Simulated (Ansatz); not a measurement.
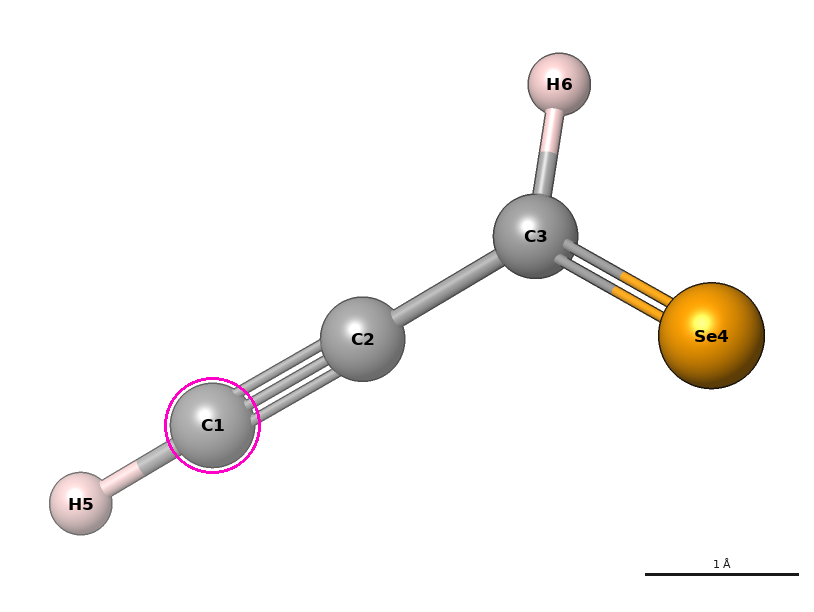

Orthographic view. Distant atoms are faded towards the background colour. The geometry was computed by an optimisation with PBE0-D4/def2-TZVP.

Q: Which atoms are bonded to the circled atom?

A: The circled atom is C1; it is bonded to C2, H5.

Q: Which atom is nearest the viewer?

A: Se4, 1.5 Å in front of the mean position.

Q: What is the shortest path along bonds from the circled atom to Se4?

A: C1–C2–C3–Se4, 3 bonds; through space the two are 3.90 Å apart.

Q: Which two atoms are farthest apart in space?

A: Se4 and H5, 4.90 Å.
